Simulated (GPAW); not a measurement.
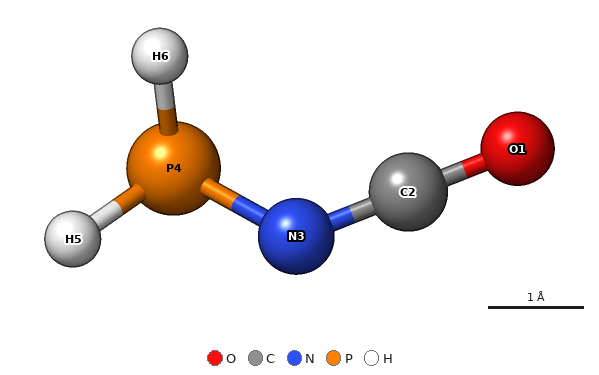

Figure 1. The input geometry (ball-and-stick view, seen at a tilt; atoms are numbered from 1 in the order of the input).

# Run report: CH₂NOP, property calculation

CH₂NOP, SMILES O=C=NP, computed with vdW-DF-cx/real-space grid, scalar-relativistic datasets (GPAW 26.7.0).

The geometry comes from this level: UFF from SMILES.

### Log
```
Energy                  -20.49065 eV
Forces (eV/Ang)
O    -4.0224   -2.3360    0.6110
C     0.8441    0.8019   -0.3746
N     2.8970    1.7474   -0.5583
P     0.3739   -0.3793    0.6258
H     0.1814    0.3621   -0.0590
H    -0.2834   -0.2089   -0.2023
Dipole: 2.227 D
HOMO = -6.525 eV
LUMO                    -2.413 eV
Gap                     4.112 eV
```

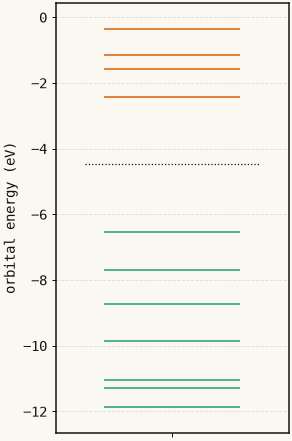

Figure 2. Orbital energies near the frontier; the dotted line parts filled from empty levels, and levels within 0.02 eV of each other stand side by side. Highest filled −6.53 eV, lowest empty −2.41 eV, 4.12 eV apart.

The run was set up as follows.

### Input file (calc.py)
```python
import numpy as np
from ase import Atoms
from ase.io import write
from ase.units import Debye
from gpaw import FD, GPAW
from gpaw.utilities.adjust_cell import adjust_cell
from rdkit import Chem
from rdkit.Chem import AllChem

rd = Chem.AddHs(Chem.MolFromSmiles('O=C=NP'))
AllChem.EmbedMolecule(rd, randomSeed=615)
AllChem.UFFOptimizeMolecule(rd)
atoms = Atoms([a.GetSymbol() for a in rd.GetAtoms()], positions=rd.GetConformer().GetPositions())
write('start.xyz', atoms)
adjust_cell(atoms, 4.5, h=0.18)

calculator = GPAW(mode=FD(nn=4),
                  eigensolver={'name': 'ppcg', 'niter': 2},
                  xc={'name': 'vdW-DF-cx', 'backend': 'libvdwxc'},
                  h=0.18,
                  maxiter=100,
                  txt='CH2NOP.txt')
atoms.calc = calculator

energy = atoms.get_potential_energy()
print(f'Energy                  {energy:.5f} eV')
forces = atoms.get_forces()
print('Forces (eV/Ang)')
for symbol, f in zip(atoms.symbols, forces):
    print(f'{symbol:2} {f[0]:9.4f} {f[1]:9.4f} {f[2]:9.4f}')
dipole = atoms.get_dipole_moment() / Debye
print(f'Dipole: {np.linalg.norm(dipole):.3f} D')
homo, lumo = calculator.get_homo_lumo()
print(f'HOMO = {homo:.3f} eV')
print(f'LUMO                    {lumo:.3f} eV')
print(f'Gap                     {lumo - homo:.3f} eV')
```

Command:
```bash
OMP_NUM_THREADS=1 python calc.py
```

### Results in brief

```csv
quantity,value
outcome,converged
energy relative to the program's reference atoms,−20.4906 eV
largest force,4.691 eV/Å
HOMO,−6.53 eV
LUMO,−2.41 eV
dipole moment,2.23 D
hardware,"1 thread of Arm Neoverse V2, 24 GiB of memory available, shared host"
wall time,56 s
peak memory,1.2 GiB
```

### Notes

Settings chosen away from the usual ones: nn set to 4; solver set to ppcg; niter set to 2.
